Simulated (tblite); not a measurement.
**C$_{4}$H$_{9}$PSSi$_{2}$: geometry relaxation (part 1 of 2)**

- system: C$_{4}$H$_{9}$PSSi$_{2}$
- method: GFN2-xTB geometry optimisation, gas phase (tblite 0.8.0)

It belongs to a series of runs on one base structure; here: H on Si replaced by 2-thienyl.

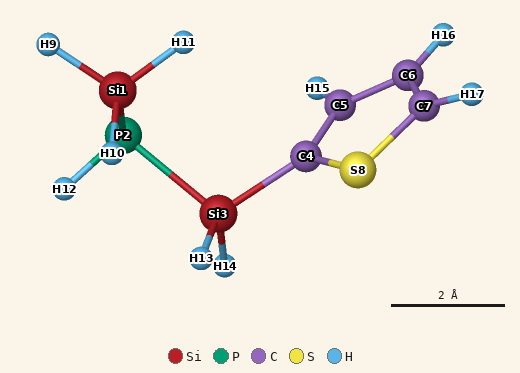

Figure 1. The input geometry (ball-and-stick view, seen at a tilt; atoms are numbered from 1 in the order of the input).

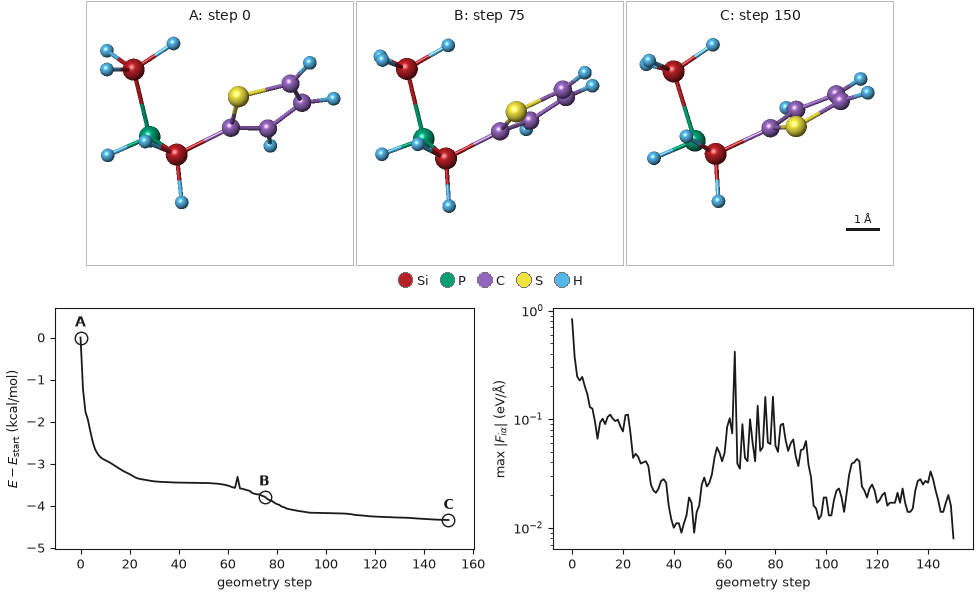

Figure 2. Frames of the relaxation (ball-and-stick view, seen at a tilt) above the curves, on which the letters mark them (steps are counted from 0).

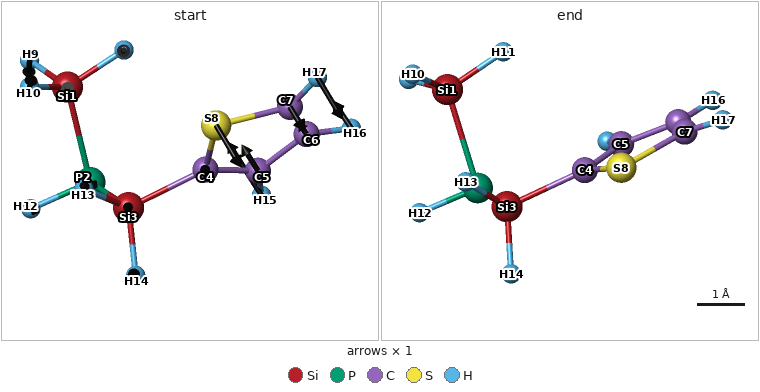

Figure 3. Before (left) and after (right) the relaxation, at one scale (ball-and-stick view, seen at a tilt). The black arrows give the displacements, at true length. The energy falls by 4.34 kcal/mol in 150 geometry steps. The largest force component goes from 0.83 to 0.008 eV/Å. H15 moves most after the best rigid fit: 1.39 Å. Largest moves by element: H 1.39 Å, S 1.12 Å, C 0.68 Å, Si 0.36 Å, P 0.24 Å. Among the contacts that change: P2–H12 1.420 → 1.378 Å, Si1–P2 2.194 → 2.230 Å, Si3–H13 1.497 → 1.470 Å, Si1–H10 1.490 → 1.466 Å. Among the angles that change: Si1–P2–Si3 94.9° → 102.8°, P2–Si3–H13 109.4° → 114.9°, Si3–C4–S8 116.1° → 120.7°. (Atoms are counted from 1 in the order of the input.)

These pictures come from the run below.

Input:
```
{"job": {"kind": "relax", "xc": "GFN2-xTB", "basis": "xTB"}, "charge": 0, "multiplicity": 1}
Si    -2.617500     0.721100    -0.707300
P     -2.167500    -1.334700    -0.086700
Si    -0.588700    -0.750600     1.375400
C      0.923500    -0.235100     0.410800
C      1.673700    -0.873100    -0.554600
C      2.766400    -0.077600    -1.007800
C      2.831200     1.135600    -0.355400
S      1.578000     1.315100     0.794300
H     -3.846600     0.680200    -1.539600
H     -2.898700     1.562700     0.490200
H     -1.511900     1.278400    -1.506500
H     -3.225500    -1.503000     0.845000
H     -1.113000     0.331900     2.266600
H     -0.286500    -1.939300     2.198600
H      1.442700    -1.849700    -0.947600
H      3.478100    -0.377100    -1.753900
H      3.555400     1.927200    -0.486000
```

The first line tells a small driver script what to run in tblite; the rest is the geometry in Å.

Run as:
```bash
OMP_NUM_THREADS=1 python <driver script> task.json out
```

Log:
```
step      E/eV     max force
  0    -608.20797    1.044
  1    -608.26129    0.507
  2    -608.28460    0.276
  3    -608.29262    0.273
  4    -608.30471    0.305
  5    -608.31586    0.259
  6    -608.32357    0.222
  7    -608.32795    0.176
  8    -608.33101    0.142
  9    -608.33303    0.107
 10    -608.33433    0.100
 11    -608.33551    0.110
 12    -608.33690    0.106
 13    -608.33853    0.119
 14    -608.34022    0.115
 15    -608.34183    0.118
 16    -608.34341    0.112
 17    -608.34495    0.098
 18    -608.34632    0.117
 19    -608.34752    0.098
 20    -608.34878    0.101
 21    -608.35023    0.123
 22    -608.35173    0.119
 23    -608.35293    0.085
 24    -608.35365    0.051
 25    -608.35410    0.059
 26    -608.35449    0.056
 27    -608.35491    0.053
 28    -608.35538    0.053
 29    -608.35584    0.054
 30    -608.35622    0.049
 31    -608.35647    0.031
 32    -608.35664    0.026
 33    -608.35677    0.029
 34    -608.35690    0.029
 35    -608.35703    0.031
 36    -608.35718    0.033
 37    -608.35732    0.029
 38    -608.35742    0.019
 39    -608.35747    0.015
 40    -608.35750    0.011
 41    -608.35753    0.013
 42    -608.35755    0.013
 43    -608.35757    0.010
 44    -608.35760    0.013
 45    -608.35763    0.017
 46    -608.35767    0.021
 47    -608.35771    0.018
 48    -608.35773    0.011
 49    -608.35776    0.017
 50    -608.35779    0.024
 51    -608.35785    0.031
 52    -608.35796    0.032
 53    -608.35811    0.033
 54    -608.35826    0.030
 55    -608.35844    0.038
 56    -608.35867    0.058
 57    -608.35900    0.065
 58    -608.35942    0.058
 59    -608.35991    0.050
 60    -608.36052    0.061
 61    -608.36135    0.090
 62    -608.36233    0.105
 63    -608.36291    0.076
 64    -608.35159    0.493
 65    -608.36358    0.044
 66    -608.36383    0.041
 67    -608.36470    0.128
 68    -608.36538    0.059
 69    -608.36609    0.056
 70    -608.36829    0.127
 71    -608.36903    0.065
 72    -608.36962    0.056
 73    -608.36969    0.169
 74    -608.37116    0.059
 75    -608.37185    0.064
 76    -608.37405    0.193
 77    -608.37554    0.082
 78    -608.37642    0.084
 79    -608.37819    0.191
 80    -608.37962    0.070
 81    -608.38041    0.059
 82    -608.38221    0.098
 83    -608.38289    0.096
 84    -608.38420    0.077
 85    -608.38488    0.068
 86    -608.38538    0.064
 87    -608.38583    0.073
 88    -608.38629    0.049
 89    -608.38683    0.056
 90    -608.38715    0.059
 91    -608.38753    0.062
 92    -608.38800    0.067
 93    -608.38837    0.043
 94    -608.38858    0.032
 95    -608.38867    0.019
 96    -608.38871    0.016
 97    -608.38874    0.013
 98    -608.38879    0.017
 99    -608.38886    0.022
100    -608.38893    0.025
101    -608.38898    0.018
102    -608.38902    0.014
103    -608.38906    0.018
104    -608.38912    0.023
105    -608.38920    0.025
106    -608.38928    0.021
107    -608.38936    0.017
108    -608.38947    0.024
109    -608.38966    0.038
110    -608.38999    0.052
111    -608.39044    0.049
112    -608.39084    0.045
113    -608.39109    0.061
114    -608.39129    0.032
115    -608.39144    0.030
116    -608.39174    0.024
117    -608.39197    0.028
118    -608.39223    0.031
119    -608.39240    0.027
120    -608.39254    0.020
121    -608.39265    0.021
122    -608.39276    0.021
123    -608.39286    0.027
124    -608.39298    0.019
125    -608.39308    0.017
126    -608.39319    0.019
127    -608.39330    0.020
128    -608.39340    0.025
129    -608.39347    0.019
130    -608.39352    0.033
131    -608.39358    0.019
132    -608.39365    0.016
133    -608.39375    0.018
134    -608.39384    0.021
135    -608.39408    0.025
136    -608.39427    0.027
137    -608.39448    0.028
138    -608.39464    0.030
139    -608.39477    0.030
140    -608.39492    0.027
141    -608.39512    0.035
142    -608.39534    0.033
143    -608.39552    0.027
144    -608.39561    0.020
145    -608.39568    0.018
146    -608.39576    0.018
147    -608.39587    0.020
148    -608.39598    0.022
149    -608.39605    0.016
150    -608.39608    0.009
```

Trajectory as extended XYZ (Å, eV, eV/Å), 28 of the 151 frames kept, from step=0 to step=150:
```
17
Properties=species:S:1:pos:R:3:forces:R:3 step=0 energy=-608.20797
Si   -2.6175    0.7211   -0.7073   -0.6770   0.7720  -0.1910
P    -2.1675   -1.3347   -0.0867   -0.2610  -0.6950   0.3000
Si   -0.5887   -0.7506    1.3754   -0.3420  -0.2480   0.5150
C     0.9235   -0.2351    0.4108    0.2390  -0.3540  -0.2780
C     1.6737   -0.8731   -0.5546    0.1240   0.8320   0.1630
C     2.7664   -0.0776   -1.0078   -0.4150   0.5000   0.7500
C     2.8312    1.1356   -0.3554    0.2280  -0.6480  -0.5260
S     1.5780    1.3151    0.7943    0.1110   0.1310  -0.0760
H    -3.8466    0.6802   -1.5396    0.2920   0.0150   0.1890
H    -2.8987    1.5627    0.4902    0.1080  -0.0910  -0.3680
H    -1.5119    1.2784   -1.5065   -0.1100  -0.1240   0.1820
H    -3.2255   -1.5030    0.8450    0.5810   0.2110  -0.4160
H    -1.1130    0.3319    2.2666    0.3720  -0.2630  -0.2520
H    -0.2865   -1.9393    2.1986    0.0030   0.1480  -0.0620
H     1.4427   -1.8497   -0.9476   -0.0170   0.1080   0.0960
H     3.4781   -0.3771   -1.7539   -0.0370  -0.0560  -0.0340
H     3.5554    1.9272   -0.4860   -0.2010  -0.2410   0.0060
17
Properties=species:S:1:pos:R:3:forces:R:3 step=6 energy=-608.32357
Si   -2.6614    0.7363   -0.7163   -0.0480  -0.0460  -0.0070
P    -2.1631   -1.3580   -0.1142   -0.0140   0.0120  -0.0410
Si   -0.6076   -0.7974    1.3812    0.1630   0.0000  -0.0130
C     0.9130   -0.2338    0.4363    0.0930   0.0980  -0.0850
C     1.6553   -0.8339   -0.5396    0.0600  -0.1020   0.0300
C     2.7569   -0.0752   -0.9896   -0.0970   0.1270   0.0670
C     2.8380    1.1245   -0.3592    0.0150   0.0150  -0.0260
S     1.5822    1.3278    0.7881   -0.0500   0.1310   0.1610
H    -3.8585    0.6857   -1.5469   -0.0750   0.0000  -0.0310
H    -2.8915    1.5831    0.4553   -0.0440   0.0640   0.0010
H    -1.5297    1.2578   -1.4727    0.0690   0.0190  -0.0530
H    -3.1721   -1.4705    0.8225    0.0170  -0.0140  -0.0220
H    -1.0426    0.3093    2.2428    0.0570   0.0060   0.0320
H    -0.2754   -1.9503    2.2181   -0.0040  -0.0850   0.0170
H     1.4429   -1.8106   -0.9254   -0.1410  -0.1700  -0.0180
H     3.4519   -0.3911   -1.7462   -0.0310  -0.0700  -0.0120
H     3.5547    1.9084   -0.4987    0.0290   0.0140  -0.0010
17
Properties=species:S:1:pos:R:3:forces:R:3 step=11 energy=-608.33551
Si   -2.6738    0.7377   -0.7235    0.0340  -0.0290  -0.0090
P    -2.1546   -1.3560   -0.1238    0.0580   0.0930   0.0130
Si   -0.5877   -0.8088    1.3796   -0.0220  -0.0010   0.0100
C     0.9196   -0.2205    0.4373    0.0010  -0.0210   0.0470
C     1.6561   -0.8390   -0.5310   -0.0400   0.0540   0.0230
C     2.7471   -0.0682   -0.9854   -0.0030  -0.0280   0.0120
C     2.8350    1.1320   -0.3560    0.0220  -0.0300  -0.0460
S     1.5847    1.3421    0.8003    0.0030  -0.0480  -0.0110
H    -3.8751    0.6867   -1.5535   -0.0110  -0.0060   0.0010
H    -2.9001    1.5981    0.4424   -0.0430   0.0140  -0.0270
H    -1.5286    1.2534   -1.4720   -0.0100   0.0050  -0.0390
H    -3.1583   -1.4680    0.8149   -0.0190  -0.0390   0.0140
H    -1.0125    0.3013    2.2427    0.0220  -0.0070   0.0420
H    -0.2736   -1.9679    2.2215    0.0020  -0.0280  -0.0470
H     1.4194   -1.8175   -0.9151   -0.0170   0.0480   0.0490
H     3.4352   -0.4012   -1.7407    0.0300   0.0140  -0.0350
H     3.5601    1.9078   -0.5022   -0.0080   0.0100   0.0040
17
Properties=species:S:1:pos:R:3:forces:R:3 step=17 energy=-608.34495
Si   -2.6781    0.7467   -0.7402   -0.0170   0.0800  -0.0160
P    -2.1295   -1.3228   -0.1192    0.0070  -0.0960  -0.0160
Si   -0.5748   -0.8122    1.4003   -0.0030   0.0320   0.0220
C     0.9303   -0.2128    0.4651   -0.0100   0.0060   0.0010
C     1.6456   -0.8308   -0.5169    0.0340  -0.0420  -0.0050
C     2.7408   -0.0740   -0.9880   -0.0070   0.0170  -0.0200
C     2.8372    1.1289   -0.3643   -0.0150   0.0140   0.0600
S     1.6022    1.3466    0.8119    0.0690   0.0030  -0.0250
H    -3.8901    0.6794   -1.5562    0.0270  -0.0330  -0.0180
H    -2.9375    1.6217    0.4076    0.0110   0.0240  -0.0100
H    -1.5350    1.2542   -1.5024   -0.0600   0.0010   0.0010
H    -3.1434   -1.4901    0.8025    0.0110   0.0200  -0.0160
H    -0.9710    0.2908    2.2819   -0.0170  -0.0100   0.0830
H    -0.2711   -2.0088    2.1915    0.0030   0.0000  -0.0190
H     1.3813   -1.8089   -0.8807    0.0480   0.0070  -0.0310
H     3.4267   -0.4047   -1.7512   -0.0840   0.0080   0.0480
H     3.5594    1.9088   -0.5063    0.0040  -0.0320  -0.0390
17
Properties=species:S:1:pos:R:3:forces:R:3 step=22 energy=-608.35173
Si   -2.6864    0.7583   -0.7498   -0.0170  -0.0830   0.0250
P    -2.1076   -1.3133   -0.1239   -0.0040   0.1100   0.0450
Si   -0.5705   -0.8036    1.4218    0.0010  -0.0070  -0.0040
C     0.9373   -0.2059    0.4873    0.0050   0.0020   0.0070
C     1.6418   -0.8293   -0.5005   -0.0370   0.0250   0.0080
C     2.7278   -0.0731   -0.9869    0.0130  -0.0100   0.0350
C     2.8432    1.1259   -0.3610    0.0090   0.0100  -0.0370
S     1.6265    1.3497    0.8255   -0.0480   0.0070   0.0730
H    -3.8929    0.6588   -1.5691   -0.0030  -0.0280  -0.0160
H    -2.9607    1.6526    0.3801    0.0270  -0.0070  -0.0100
H    -1.5591    1.2617   -1.5309    0.0040   0.0350  -0.0110
H    -3.1291   -1.4984    0.7874    0.0090   0.0190  -0.0260
H    -0.9484    0.2757    2.3475   -0.0140  -0.0780  -0.0070
H    -0.2675   -2.0365    2.1605   -0.0030   0.0490   0.0020
H     1.3754   -1.8031   -0.8702    0.0040  -0.0330  -0.0100
H     3.3986   -0.4079   -1.7554    0.0220  -0.0270  -0.0670
H     3.5645    1.9001   -0.5269    0.0320   0.0160  -0.0070
17
Properties=species:S:1:pos:R:3:forces:R:3 step=28 energy=-608.35538
Si   -2.6953    0.7624   -0.7597    0.0090  -0.0110  -0.0090
P    -2.0922   -1.2881   -0.1190    0.0170  -0.0170  -0.0250
Si   -0.5632   -0.8006    1.4349    0.0130  -0.0100  -0.0100
C     0.9445   -0.2002    0.5032    0.0040  -0.0100  -0.0080
C     1.6363   -0.8254   -0.4929    0.0080   0.0070   0.0230
C     2.7247   -0.0745   -0.9855   -0.0400   0.0060  -0.0080
C     2.8451    1.1264   -0.3625    0.0350  -0.0230  -0.0250
S     1.6419    1.3522    0.8420    0.0090  -0.0400  -0.0340
H    -3.8964    0.6334   -1.5807   -0.0280  -0.0200  -0.0120
H    -2.9670    1.6680    0.3584   -0.0050   0.0170   0.0230
H    -1.5784    1.2756   -1.5486    0.0190   0.0280  -0.0200
H    -3.1213   -1.4964    0.7740   -0.0190   0.0240   0.0180
H    -0.9420    0.2451    2.3917   -0.0220  -0.0020   0.0090
H    -0.2640   -2.0458    2.1472    0.0140  -0.0150   0.0290
H     1.3695   -1.8019   -0.8603   -0.0090   0.0300   0.0160
H     3.3799   -0.4137   -1.7691   -0.0080   0.0240   0.0190
H     3.5710    1.8955   -0.5375    0.0020   0.0110   0.0150
17
Properties=species:S:1:pos:R:3:forces:R:3 step=33 energy=-608.35677
Si   -2.6975    0.7649   -0.7673    0.0150   0.0110  -0.0050
P    -2.0872   -1.2831   -0.1206    0.0070  -0.0100   0.0060
Si   -0.5592   -0.8046    1.4396   -0.0050  -0.0080   0.0070
C     0.9479   -0.1993    0.5090   -0.0010  -0.0020   0.0070
C     1.6356   -0.8239   -0.4895   -0.0040  -0.0060  -0.0120
C     2.7203   -0.0741   -0.9902    0.0120   0.0010   0.0040
C     2.8502    1.1243   -0.3653   -0.0150   0.0120   0.0150
S     1.6504    1.3502    0.8434    0.0050   0.0110   0.0110
H    -3.9020    0.6166   -1.5855    0.0200   0.0040   0.0210
H    -2.9666    1.6726    0.3535   -0.0110  -0.0140  -0.0200
H    -1.5834    1.2894   -1.5574   -0.0200   0.0010  -0.0030
H    -3.1206   -1.4848    0.7711    0.0050   0.0180   0.0000
H    -0.9491    0.2288    2.4065   -0.0060   0.0040  -0.0130
H    -0.2580   -2.0498    2.1541    0.0090  -0.0030   0.0000
H     1.3641   -1.7988   -0.8545   -0.0090  -0.0090  -0.0080
H     3.3735   -0.4124   -1.7751   -0.0080   0.0020  -0.0030
H     3.5744    1.8959   -0.5364    0.0050  -0.0100  -0.0070
17
Properties=species:S:1:pos:R:3:forces:R:3 step=39 energy=-608.35747
Si   -2.6919    0.7644   -0.7716   -0.0010  -0.0050   0.0020
P    -2.0803   -1.2824   -0.1203    0.0000   0.0010   0.0090
Si   -0.5557   -0.8093    1.4450    0.0020   0.0020   0.0030
C     0.9505   -0.2000    0.5149   -0.0030   0.0030   0.0040
C     1.6328   -0.8231   -0.4886   -0.0030   0.0020   0.0060
C     2.7173   -0.0733   -0.9900   -0.0070   0.0000  -0.0060
C     2.8501    1.1242   -0.3639    0.0000  -0.0080   0.0050
S     1.6556    1.3490    0.8498    0.0000  -0.0020   0.0120
H    -3.8992    0.6074   -1.5809   -0.0060  -0.0050  -0.0080
H    -2.9730    1.6719    0.3444    0.0020   0.0020   0.0090
H    -1.5909    1.3007   -1.5691    0.0110   0.0000  -0.0100
H    -3.1178   -1.4696    0.7700    0.0070   0.0010  -0.0010
H    -0.9557    0.2216    2.4103    0.0030   0.0020  -0.0090
H    -0.2497   -2.0551    2.1575    0.0010   0.0060  -0.0050
H     1.3572   -1.7971   -0.8542    0.0010   0.0050  -0.0080
H     3.3660   -0.4091   -1.7793    0.0010  -0.0030  -0.0070
H     3.5779    1.8919   -0.5383   -0.0070   0.0000   0.0050
17
Properties=species:S:1:pos:R:3:forces:R:3 step=44 energy=-608.35760
Si   -2.6908    0.7645   -0.7729   -0.0010  -0.0040  -0.0010
P    -2.0785   -1.2820   -0.1189   -0.0050   0.0070  -0.0100
Si   -0.5549   -0.8094    1.4462    0.0000   0.0030  -0.0030
C     0.9507   -0.1998    0.5167    0.0040  -0.0060  -0.0020
C     1.6314   -0.8226   -0.4882   -0.0020   0.0020  -0.0070
C     2.7153   -0.0731   -0.9911    0.0000   0.0010   0.0070
C     2.8497    1.1227   -0.3620    0.0050   0.0030  -0.0040
S     1.6575    1.3476    0.8538    0.0040  -0.0110   0.0000
H    -3.8991    0.6046   -1.5816    0.0050  -0.0020   0.0000
H    -2.9730    1.6712    0.3445    0.0070  -0.0040  -0.0040
H    -1.5906    1.3013   -1.5727   -0.0030  -0.0060   0.0030
H    -3.1162   -1.4669    0.7707    0.0000  -0.0020   0.0050
H    -0.9561    0.2226    2.4085    0.0000   0.0100   0.0060
H    -0.2478   -2.0550    2.1569    0.0010  -0.0040   0.0050
H     1.3555   -1.7954   -0.8564   -0.0080   0.0020   0.0000
H     3.3638   -0.4091   -1.7810   -0.0100   0.0050   0.0020
H     3.5762    1.8910   -0.5369    0.0050   0.0060   0.0030
17
Properties=species:S:1:pos:R:3:forces:R:3 step=50 energy=-608.35779
Si   -2.6899    0.7630   -0.7752    0.0020   0.0090  -0.0080
P    -2.0779   -1.2810   -0.1189    0.0150  -0.0160   0.0100
Si   -0.5548   -0.8083    1.4478   -0.0080  -0.0020   0.0010
C     0.9518   -0.2021    0.5190   -0.0020   0.0050   0.0030
C     1.6282   -0.8214   -0.4904    0.0010  -0.0010  -0.0010
C     2.7126   -0.0717   -0.9916    0.0020   0.0030  -0.0090
C     2.8508    1.1219   -0.3592   -0.0030  -0.0010   0.0080
S     1.6625    1.3417    0.8617    0.0070   0.0100   0.0020
H    -3.8975    0.5993   -1.5838    0.0010   0.0030   0.0010
H    -2.9691    1.6689    0.3432    0.0010   0.0030  -0.0060
H    -1.5905    1.2991   -1.5771   -0.0050  -0.0060   0.0050
H    -3.1133   -1.4639    0.7734   -0.0090  -0.0040   0.0020
H    -0.9558    0.2277    2.4071    0.0030  -0.0060   0.0000
H    -0.2457   -2.0542    2.1584   -0.0090   0.0060   0.0050
H     1.3485   -1.7920   -0.8614   -0.0030   0.0000  -0.0070
H     3.3570   -0.4067   -1.7849    0.0030   0.0060  -0.0080
H     3.5763    1.8918   -0.5326    0.0030  -0.0090   0.0020
17
Properties=species:S:1:pos:R:3:forces:R:3 step=56 energy=-608.35867
Si   -2.6815    0.7465   -0.7891    0.0040  -0.0230   0.0190
P    -2.0684   -1.2931   -0.1084   -0.0440   0.0370  -0.0030
Si   -0.5540   -0.8025    1.4584    0.0260  -0.0060   0.0130
C     0.9589   -0.2073    0.5331   -0.0070   0.0090  -0.0110
C     1.6115   -0.8100   -0.5023   -0.0240   0.0190  -0.0080
C     2.6968   -0.0605   -1.0031   -0.0180   0.0030   0.0080
C     2.8580    1.1144   -0.3411    0.0220  -0.0060  -0.0100
S     1.6947    1.3179    0.9051   -0.0010  -0.0090  -0.0040
H    -3.8903    0.5783   -1.5945   -0.0060  -0.0020   0.0090
H    -2.9492    1.6651    0.3215   -0.0150  -0.0010   0.0000
H    -1.5902    1.2820   -1.5983    0.0360  -0.0060  -0.0210
H    -3.1090   -1.4566    0.7841    0.0130  -0.0140  -0.0150
H    -0.9500    0.2432    2.4087   -0.0100  -0.0020   0.0010
H    -0.2531   -2.0428    2.1805   -0.0040  -0.0090   0.0190
H     1.3055   -1.7648   -0.8942    0.0210   0.0070  -0.0070
H     3.3239   -0.3777   -1.8179   -0.0110  -0.0010   0.0130
H     3.5892    1.8800   -0.5069    0.0200   0.0040  -0.0020
```
